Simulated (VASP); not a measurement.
Band structure of CsSnI$_{3}$ (cubic perovskite). All values below come from PBE GGA, VASP's PBE PAW potentials (set 64) (plane waves; VASP).

Unless said otherwise, spin-orbit coupling is left out, though it shifts the bands of the heavy elements here.

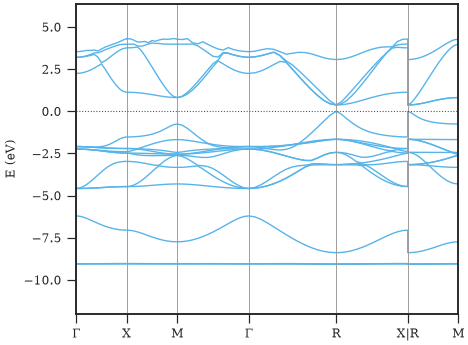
*Bands along high-symmetry lines, zero at the valence-band maximum or, without a gap, the Fermi level*

**Question.** Read the plot: is there a gap, and where are the band edges?

**Answer.** The gap is direct, 0.38 eV, from the valence maximum at R to the conduction minimum at R. (Edges off the drawn lines would not show.)

The compound is CsSnI3 in the cubic perovskite structure, the ideal cubic form; the compound distorts at low or room temperature. It was relaxed first.
